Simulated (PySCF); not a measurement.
```xyz
6

W    -0.0278    0.0158   -0.5524
C     0.0705   -0.0336    1.1979
H     0.1239   -0.0606    2.2960
F     1.7716    0.0570   -1.0963
F    -0.9909    1.5930   -0.8954
F    -0.9408   -1.5675   -0.9928
```

Geometry: BP86-D3(BJ)/def2-SVP; core potentials replace the inner electrons of W.

The calculation used PySCF 2.14.0, density-fitted response routines, DFT single point, gas phase, functional r2SCAN.

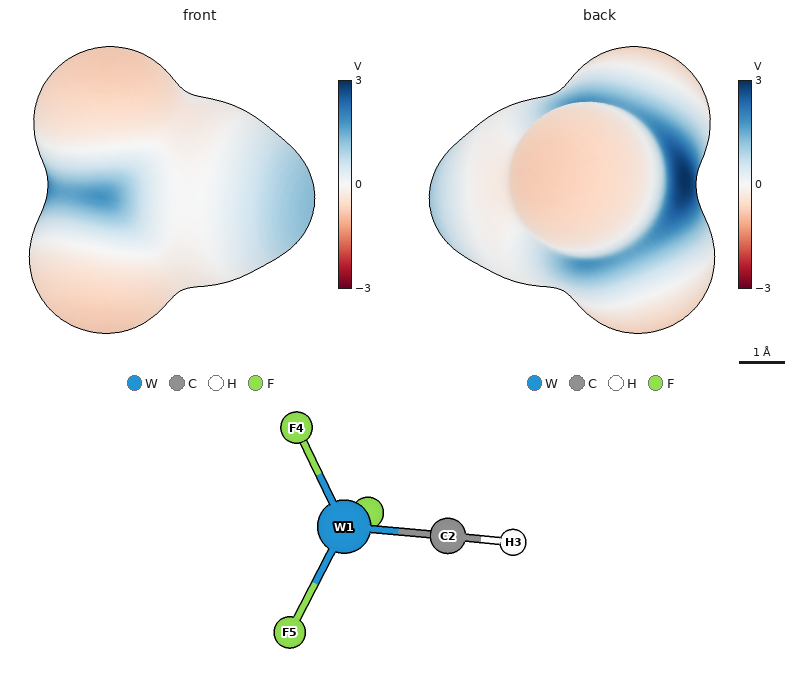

CHF3W (W(CH)F3). The electrostatic potential painted on the density surface at 0.001 e/bohr³, seen from the front and from behind; red is negative and blue positive. The bare structure is drawn below in the same view.

> Which sites attract a positive test charge, and which a negative one?

A positive charge is drawn to the negative regions and a negative charge to the positive ones. The most negative region (about −0.7 V) lies over F4, F5 and F6, the most positive (about +2.8 V) over W1.

> What dipole moment does the calculation give?

Its dipole moment is 0.19 D.
